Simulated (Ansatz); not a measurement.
## Electronic structure of CH$_{3}$AlF (charge −1) in real space

```yaml
atoms:
  - { symbol: C, position_ang: [0.0156, 0.6758, -0.3742] }
  - { symbol: Al, position_ang: [-1.4468, -0.4176, -0.2684] }
  - { symbol: F, position_ang: [-2.3813, -0.7200, 1.1652] }
  - { symbol: H, position_ang: [0.4637, 1.2577, 0.4437] }
  - { symbol: H, position_ang: [0.5498, 0.8100, -1.3275] }
  - { symbol: H, position_ang: [-2.1250, -1.2838, -1.4573] }
```

Geometry: PBE0-D3(BJ)/def2-SVPD; the highest occupied orbital lies above zero, a sign that basis and functional describe the outermost electron poorly.

These are results of isolated molecule in a Gaussian basis; Kohn-Sham density functional theory, functional PBE0 (Ansatz), not measurements.

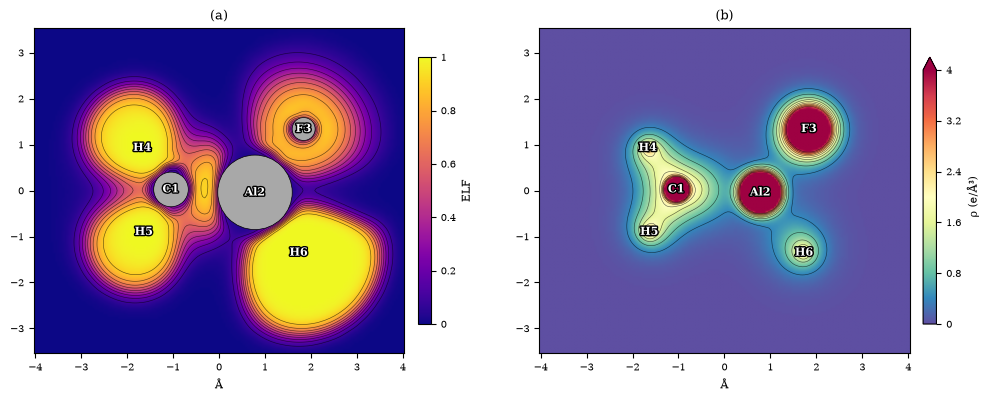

Figure 1. (a) ELF; (b) electron density on the molecular plane. Grey discs cover the atomic cores in the ELF map.

What does the map show?

Answer. The plane passes through C, Al, F and H nuclei.
Al–F (1.74 Å): the density is about 0.73 e/Å³ at the midpoint; the ELF peaks at about 0.85 in the valence shell of F, 0.6 Å from its nucleus, and is about 0.40 at the midpoint.
C–Al (1.83 Å): the density is about 0.81 e/Å³ at the midpoint; the ELF peaks at about 0.90 between the atoms; a polar covalent bond.
C–H (1.10 Å): the density is about 1.8 e/Å³ at the midpoint; the ELF climbs to about 1 towards the hydrogen, as it does in any bond to H (an ordinary covalent bond to hydrogen).
Al–H (1.62 Å): ρ is about 0.49 e/Å³ halfway; the ELF climbs to about 1 towards the hydrogen.
The ELF also peaks beside F3, away from the bonds: lone-pair regions.

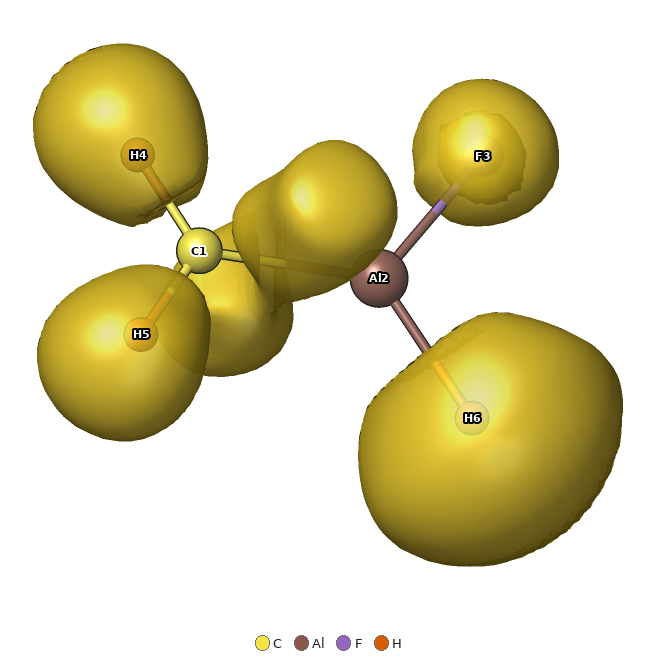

Figure 2. Isosurface of the ELF at 0.8 (yellow), seen at a tilt. Core shells and regions of very low density are left out.

Describe the localisation domains.

Answer. The ELF exceeds this value in one region between bonded Al–C atoms (shared pairs), three regions around hydrogen nuclei and one region wrapped around F (its valence shell).

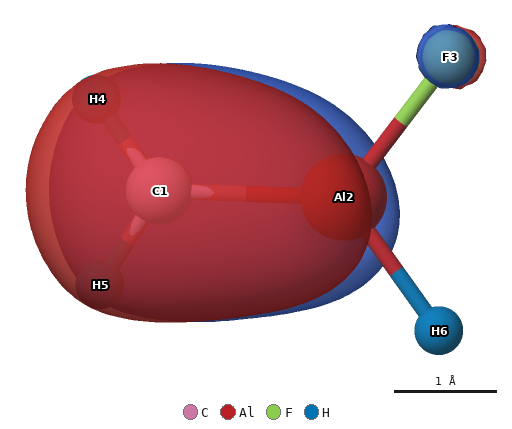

Figure 3. The HOMO at ±0.1 Å⁻³ᐟ² (blue and red are the two phases), seen across its widest extent.

Describe this orbital and give its energy.

Answer. By Hirshfeld shares it lies mainly on C1 (about 55 %) and Al2 (about 30 %); it changes sign across the molecular plane (π type); π-bonding across C1–Al2. Its energy is 0.15 eV.
